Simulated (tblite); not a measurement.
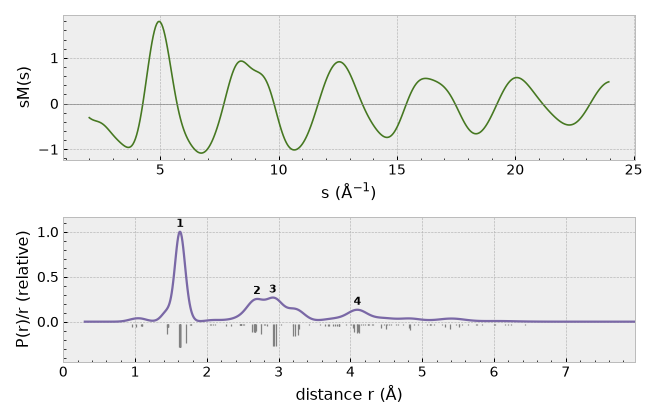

Simulated gas electron diffraction: reduced molecular intensity sM(s) from the Debye equation in the first Born approximation (top) and the radial distribution curve (bottom) of CH₉NO₄Si₃. Each pair of atoms contributes with weight ZᵢZⱼ/r (bars below the curve); damping constant 0.001 Å²; vibrational amplitudes assumed, not computed: 0.05 Å for bonds, 0.078 Å for bonds to H, 0.06 + 0.015 r up to 0.15 Å for other pairs. The geometry is the end point of an optimisation (GFN2-xTB geometry optimisation, gas phase in tblite 0.8.0); it may be a saddle point or a higher isomer.

Q: Assign the numbered peaks of the radial distribution curve (– bonded, ··· not bonded).

A: Peak 1, 1.63 Å: Si–O 1.61–1.63 Å (×7), Si–N 1.71 Å, not resolved
Peak 2, 2.70 Å: O···H 2.46–2.52 Å (×9), O···O 2.63–2.67 Å (×5), O···N 2.66–2.68 Å (×2), Si···C 2.75 Å, not resolved
Peak 3, 2.92 Å: Si···Si 2.93–2.96 Å (×3); in its flanks Si···O 3.19–3.26 Å
Peak 4, 4.10 Å: Si···H 3.84–4.31 Å (×7), O···H 3.94–4.30 Å (×7), Si···N 4.06–4.11 Å (×2), Si···O 4.09–4.11 Å (×2), not resolved; in its flanks Si···H 3.65–3.81 Å, O···O 4.49 Å
